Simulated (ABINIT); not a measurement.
# TiO2 (Anatase): a self-consistent loop beyond G0W0, cycle by cycle, part 2 of 2

Aim: iterate the self-energy on TiO2 (Anatase) and follow the gap from cycle to cycle.

ABINIT 10.8.3; LDA and many-body steps on it, plane waves. Known limits of the many-body steps: not at the basis limit.

So far. Step 4 (G0W0): The gap on the mesh goes from 2.09 eV to 3.74 eV, a correction of +1.65 eV. Step 5 (evGW0, cycle 1): Against G0W0 in ABINIT (4×4×4 mesh, 117 bands, screening to 106.1 eV, Godby-Needs plasmon pole), the gap moves by +0.443 eV. This first cycle still uses the starting levels; it takes the full correction, at all points of the mesh, and its linearised value is 3.740 eV.

### Step 6. evGW0, cycle 2

Level of this step: evGW0 on LDA, plane waves, norm-conserving pseudopotentials (ABINIT).

The corrected levels of the last cycle go back in.

run.abi reads:

```
acell 3*1.0 Angstrom
rprim 
  -1.892100000000 1.892100000000 4.757300000000
  1.892100000000 -1.892100000000 4.757300000000
  1.892100000000 1.892100000000 -4.757300000000
ntypat 2
znucl 22 8
natom 6
typat 1 1 2 2 2 2
xred 
  0.000000000000 0.000000000000 0.000000000000
  0.750000000000 0.250000000000 0.500000000000
  0.208100000000 0.208100000000 0.000000000000
  0.958100000000 0.458100000000 0.500000000000
  0.541900000000 0.041900000000 0.500000000000
  0.791900000000 0.791900000000 0.000000000000
pp_dirpath "pseudos"
pseudos "Ti.upf, O.upf"
ecut 38
ngkpt 4 4 4
nshiftk 1
shiftk 0 0 0
kptopt 1
chksymbreak 0
istwfk *1
occopt 1
irdwfk 1
optdriver 4
nband 117
gwcalctyp 10
ecutsigx 38
symsigma 1
nkptgw 13
kptgw 
  0.0000000000 0.0000000000 0.0000000000
  0.2500000000 0.0000000000 0.0000000000
  0.5000000000 0.0000000000 0.0000000000
  0.2500000000 0.2500000000 0.0000000000
  0.5000000000 0.2500000000 0.0000000000
  -0.2500000000 0.2500000000 0.0000000000
  0.5000000000 0.5000000000 0.0000000000
  0.2500000000 0.2500000000 0.2500000000
  -0.2500000000 0.2500000000 0.2500000000
  0.5000000000 0.5000000000 0.2500000000
  -0.2500000000 0.5000000000 0.2500000000
  -0.2500000000 -0.2500000000 0.2500000000
  0.5000000000 0.5000000000 0.5000000000
bdgw 
  13 30
  13 30
  13 30
  13 30
  13 30
  13 30
  13 30
  13 30
  13 30
  13 30
  13 30
  13 30
  13 30
ecuteps 3.9
irdscr 1
ppmodel 1
irdqps 1
indata_prefix "in"
outdata_prefix "out"
tmpdata_prefix "tmp"
```

Launch:

```bash
$ OMP_NUM_THREADS=1 mpirun -n 4 abinit run.abi > log
```

Numbers of over 12 decimals in the logs are rounded to 6 here.

What it wrote:

```text
.Version 10.8.3 of ABINIT. v10.8.2 released Aug 2026.

 Symmetries : space group I4_1/a m d (#141); Bravais tI (body-center tetrag.)
[... echo of the input left out ...]
== DATASET  1 ==================================================================
-   mpi_nproc: 4, omp_nthreads: 1 (-1 if OMP is not activated)

--- !DatasetInfo
iteration_state: {dtset: 1, }
dimensions: {natom: 6, nkpt: 13, mband: 117, nsppol: 1, nspinor: 1, nspden: 1, mpw: 5174, }
cutoff_energies: {ecut:  38.0, pawecutdg:  -1.0, }
[...]
.  kptgw no:  3; Maximum DeltaE = (   0.033   0.004) for band index: 15
[...]
.  kptgw no: 12; Maximum DeltaE = (   0.062   0.015) for band index: 17
.  kptgw no: 13; Maximum DeltaE = (   0.063   0.012) for band index: 17

== END DATASET(S) ==============================================================
================================================================================

 -outvars: echo values of variables after computation  --------
           etotal      0.0000000000E+00
            nband         117
             nkpt          13
          spgroup         141
 [... the other variables as echoed above ...]

 Calculation completed.
```

Wall time 25 min (4 MPI ranks of Arm Neoverse V1, shared host); peak memory 14 GiB.

Numbers from this step:

* quasiparticle gap on the mesh: 4.073 eV
* gap of the density functional on the mesh: 2.087 eV
* k of the valence top: 0.5, 0.5, 0
* k of the conduction bottom: 0, 0, 0
* least direct quasiparticle gap on the computed points: 4.418 eV

Against the cycle before, the gap moves by −0.110 eV.

### Step 7. evGW0, cycle 3

run.abi is that of step 6.

What it wrote:

```text
.Version 10.8.3 of ABINIT. v10.8.2 released Aug 2026.

 Symmetries : space group I4_1/a m d (#141); Bravais tI (body-center tetrag.)
[... echo of the input left out ...]
== DATASET  1 ==================================================================
-   mpi_nproc: 4, omp_nthreads: 1 (-1 if OMP is not activated)

--- !DatasetInfo
iteration_state: {dtset: 1, }
dimensions: {natom: 6, nkpt: 13, mband: 117, nsppol: 1, nspinor: 1, nspden: 1, mpw: 5174, }
cutoff_energies: {ecut:  38.0, pawecutdg:  -1.0, }
[...]
.  kptgw no:  3; Maximum DeltaE = (  -0.004   0.004) for band index: 15
[...]
.  kptgw no: 12; Maximum DeltaE = (  -0.001   0.001) for band index: 18
.  kptgw no: 13; Maximum DeltaE = (  -0.008   0.000) for band index: 17

== END DATASET(S) ==============================================================
================================================================================

 -outvars: echo values of variables after computation  --------
           etotal      0.0000000000E+00
            nband         117
             nkpt          13
          spgroup         141
 [... the other variables as echoed above ...]

 Calculation completed.
```

It took 24 min on 4 MPI ranks; peak memory 14 GiB; 1.6 h of CPU time.

This step gave:

```
quasiparticle gap on the mesh                         : 4.071 eV
gap of the density functional on the mesh             : 2.087 eV
k of the valence top                                  : 0.5, 0.5, 0
k of the conduction bottom                            : 0, 0, 0
least direct quasiparticle gap on the computed points : 4.415 eV
```

Against the cycle before, the gap moves by −0.002 eV.

### Step 8. The runs together

Times are wall times on 4 MPI ranks of Arm Neoverse V1, shared host, good to a factor of about two. A run's time includes the screening step that it read.

| run | mesh | bands | screening cutoff (eV) | DFT gap (eV) | gap on the mesh (eV) | direct (eV) | ε∞ used | time |
| --- | --- | --- | --- | --- | --- | --- | --- | --- |
| G0W0 | 4×4×4 | 117 | 106.1 | 2.087 | 3.740 | 4.074 | 7.01 | 29 min |
| evGW0, cycle 1 | 4×4×4 | 117 | 106.1 | 2.087 | 4.183 | 4.528 | 7.01 | 51 min |
| evGW0, cycle 2 | 4×4×4 | 117 | 106.1 | 2.087 | 4.073 | 4.418 | 7.01 | 52 min |
| evGW0, cycle 3 | 4×4×4 | 117 | 106.1 | 2.087 | 4.071 | 4.415 | 7.01 | 51 min |

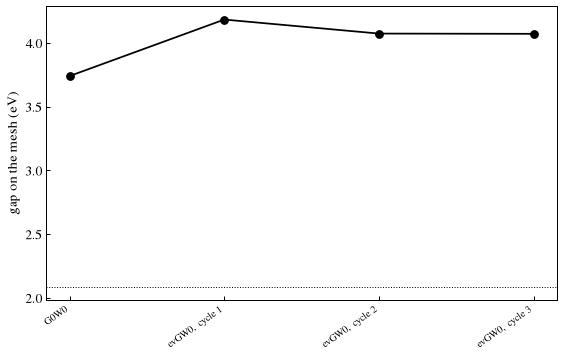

The gap through the cycles; the dotted line is the starting gap.

### Step 9. Summary of results

| Quantity | Value |
| --- | --- |
| G0W0 | 3.740 eV |
| evGW0, cycle 1 | 4.183 eV |
| evGW0, cycle 2 | 4.073 eV |
| evGW0, cycle 3 | 4.071 eV |
| known limits | not at the basis limit |

In words: Only the bands that the input lists are updated; the others, empty or deep, keep the functional's energies or take a rigid shift. evGW0 ends at 4.07 eV, +0.33 eV from G0W0, after 3 cycles that took 73 min beside the first screening; the last moved the gap by 0.002 eV. The first cycle of evGW0 takes the full correction, without the factor Z, so it overshoots the one-shot value. Against experiment, by evGW0, cycle 3: the gap of 4.07 eV lies +0.67 eV from the measured 3.4 eV (indirect, on borosilicate glass, 2023); the gap of 4.07 eV lies +0.78 eV from the measured 3.293 eV (indirect, 300 K, 2024); the direct gap of 4.41 eV lies +0.54 eV from the measured 3.87 eV (direct, 2023); the direct gap of 4.41 eV lies +0.43 eV from the measured 3.98 eV (electronic, quoted 2020); the gap of 4.07 eV lies +0.90 eV from the measured 3.17 eV (kind not stated, 2020). An exciton line or allowed optical edge lies below the quasiparticle gap by the binding energy; a forbidden edge can push the onset above it. These are gaps on the mesh, at modest bands and cutoff. The calculation has static nuclei and no excitons; a measured gap holds zero-point and thermal motion, which mostly lowers it. Bands and cutoff are finite, so the gap is not at the basis limit. The miss can reach some tenths of an eV and take either sign; the mesh is an error of its own.

[Paths, hosts, dates, memory and timing lines, banners, echoed tables and standing remarks are left out of the program output.]

[Logs are printed without paths, hosts, clocks, repeated set-up lines and the standing remarks that a program may print on its own settings, such as how far it seeks lower states.]

[Runs of the session that timed out or met a known fault of the program may be left out.]

[Hosts, paths, dates, database ids (printed as entryN), source tags and the programs' standing remarks are cut or masked in the printed files.]

[G0W0 gaps are taken among the corrected bands and points alone; a level outside them can change the order at an edge.]

[Where Ansatz stands beside ABINIT at settings called matched, ABINIT's density can come from a denser mesh and the files from another edition; pairs whose starting gaps differed by over 0.03 eV were left out, so agreement reads better than it is.]
